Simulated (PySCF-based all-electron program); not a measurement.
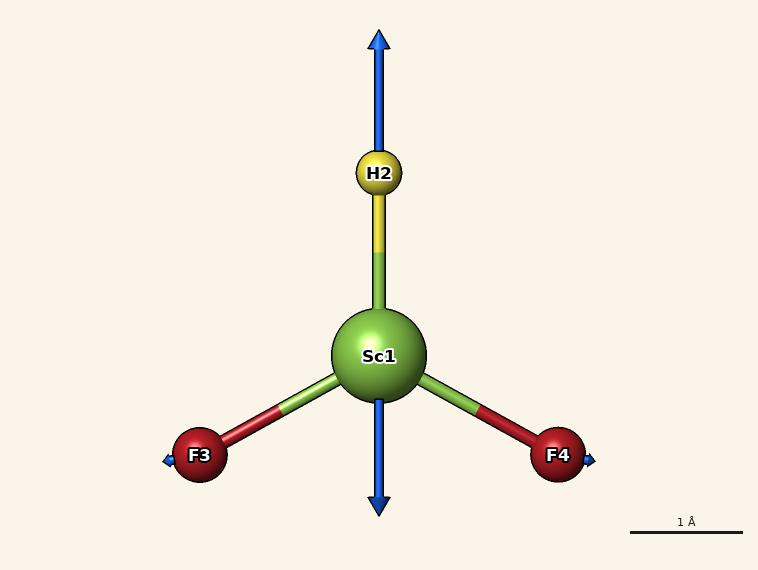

Arrows show the forces on the atoms, 0.5 Å of arrow for 1 eV/Å; forces under a tenth of the largest aren't drawn. The species is neutral and a spin singlet. Level of theory: PBE, all-electron, scalar-relativistic (Koelling-Harmon), large uncontracted Gaussian sets (PySCF-based all-electron program).

**Along which bond is the force strongest?**

Sc1–H2, now 1.647 Å: the forces push its atoms apart, so a first step downhill lengthens it.

List the force components in the frame of the picture (x right, y up, z towards the viewer), in eV/Å.

```
atom     Fx     Fy     Fz
 Sc1   0.00  −2.13  −0.15
  H2   0.00   2.22   0.15
  F3  −0.23  −0.04   0.00
  F4   0.23  −0.04  −0.01
```
